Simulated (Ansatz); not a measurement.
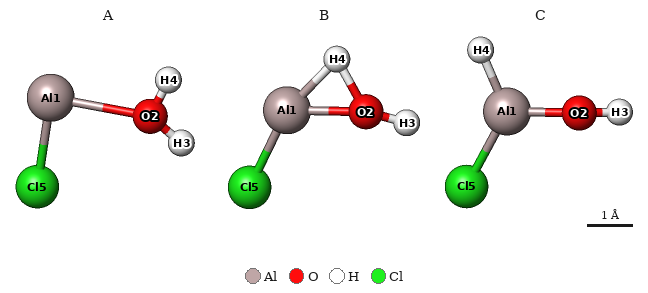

3 geometries from a converged minimum-energy path of AlH2OCl, shuffled. A ball-and-stick model, seen at a tilt.

Level of theory: RHF/cc-pVDZ in Ansatz 0.2.0. Run with 5 movable images; climbing image; force threshold 0.05 eV/Å; iteration limit 60; starting path through a guess of the saddle point.

### Which of them lies highest in energy?

B. In order along the path, whose images run from 0 to 6: C (image 1, +5.8 kcal/mol), B (image 3, +86.4 kcal/mol), A (image 5, +32.2 kcal/mol). A hydrogen atom shifts from one atom to another. Breaking: Al1–H4 (1.56 → 1.71 at the top → 2.97 Å). Forming: O2–H4 (2.83 → 1.35 at the top → 0.95 Å).

Limits of the set-up: Hartree-Fock leaves out electron correlation.

Cost: 50 s on 1 thread of Arm Neoverse V2, on a shared host, peak memory 0.1 GiB.
